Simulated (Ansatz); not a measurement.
# CH₅FNO₂ (SMILES [NH3+]C(O)(O)F) (charge +1): what the fields show

```yaml
atoms:
  - { symbol: C, position_ang: [0.2070, -0.9102, 0.6388] }
  - { symbol: F, position_ang: [0.5727, 0.3912, 0.6744] }
  - { symbol: N, position_ang: [0.3051, -1.2612, -0.8760] }
  - { symbol: O, position_ang: [1.0537, -1.6812, 1.3359] }
  - { symbol: O, position_ang: [-1.0835, -1.1187, 0.9062] }
  - { symbol: H, position_ang: [0.1459, -2.2718, -1.0043] }
  - { symbol: H, position_ang: [1.2289, -1.0147, -1.2595] }
  - { symbol: H, position_ang: [-0.4209, -0.7478, -1.4000] }
  - { symbol: H, position_ang: [1.8462, -1.1924, 1.6185] }
  - { symbol: H, position_ang: [-1.2254, -1.2579, 1.8592] }
```

Geometry: B3LYP-D3(BJ)/def2-SVP.

These are results of Ansatz 0.2.0, isolated molecule in a Gaussian basis; Kohn-Sham density functional theory, functional PBE0, not measurements.

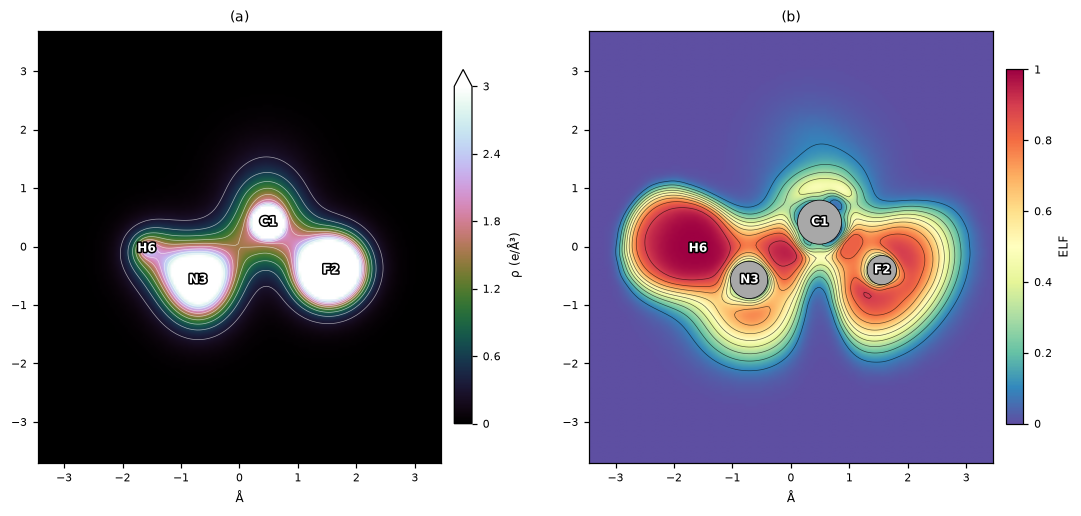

Figure 1. (a) total electron density; (b) electron localisation function on the plane of atoms C1, N3 and H6. Grey discs cover the atomic cores in the ELF map.

What does the map show?

Answer. The plane passes through C, F, N and H nuclei. C–F (1.35 Å): ρ is about 2.3 e/Å³ halfway, with its minimum of 1.9 e/Å³ about 0.5 Å from C; the ELF peaks at about 0.80 between the atoms (a shared but strongly polarised pair). C–N (1.56 Å): ρ is about 1.6 e/Å³ halfway; the ELF peaks at about 0.95 between the atoms; localised, covalent bonding. N–H (1.03 Å): ρ is about 3 e/Å³ halfway; the ELF climbs to about 1 towards the hydrogen, as it does in any bond to H (a covalent bond by its length). The ELF also peaks beside F2, away from the bonds: lone-pair regions.

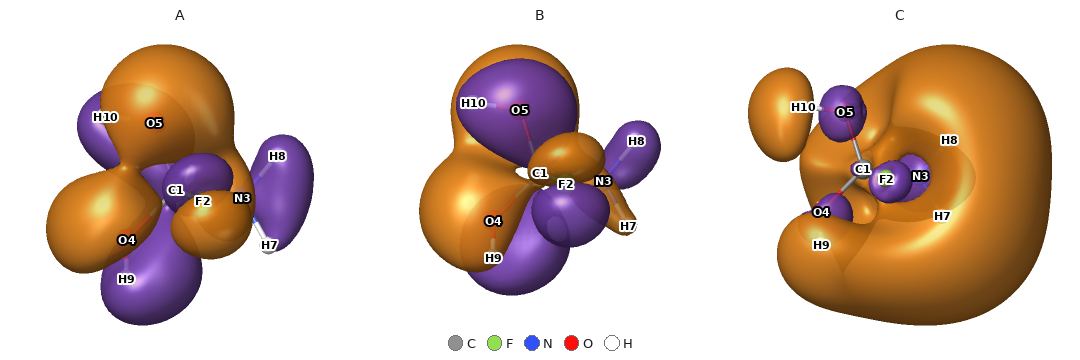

Figure 2. Three frontier orbitals at ±0.05 Å⁻³ᐟ² (orange and purple are the two phases), in no order.

Order the three orbitals by energy and name them.

Answer. B is the HOMO−1 (−15.70 eV). Its weight (Hirshfeld) is mainly on O5 (about 40 %), O4 (about 35 %), F2 (about 10 %) and C1 (about 5 %); largely a combination of lone pairs on O5, O4 and F2. A is the HOMO (−15.32 eV). Its weight (Hirshfeld) is mainly on O5 (about 40 %), O4 (about 35 %) and C1 (about 5 %); largely a combination of lone pairs on O5 and O4. C is the LUMO (−5.13 eV). Its weight (Hirshfeld) is mainly on H7 (about 25 %), H6 (about 20 %), H8 (about 20 %), N3 (about 15 %) and H9 (about 5 %).

What is the HOMO–LUMO gap?

Answer. 10.19 eV between the orbital energies.

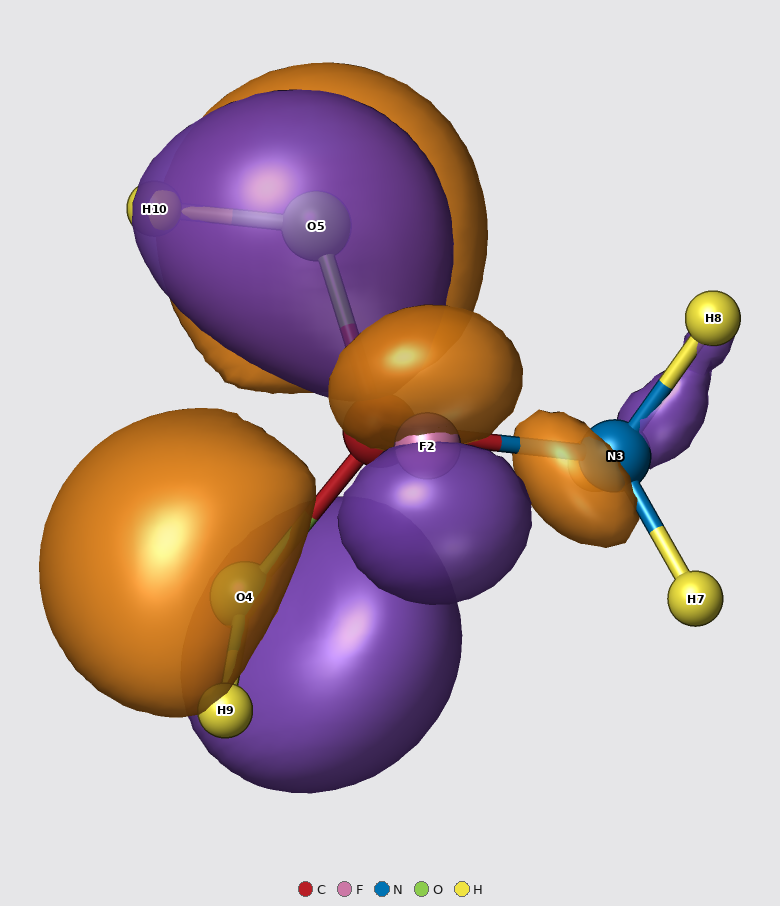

Figure 3. The HOMO−1 at ±0.1 Å⁻³ᐟ² (orange and purple are the two phases), seen at a tilt.

What is the character of this orbital?

Answer. It lies mainly on O5 (about 40 %), O4 (about 35 %), F2 (about 10 %) and C1 (about 5 %); largely a combination of lone pairs on O5, O4 and F2. Its energy is −15.70 eV.
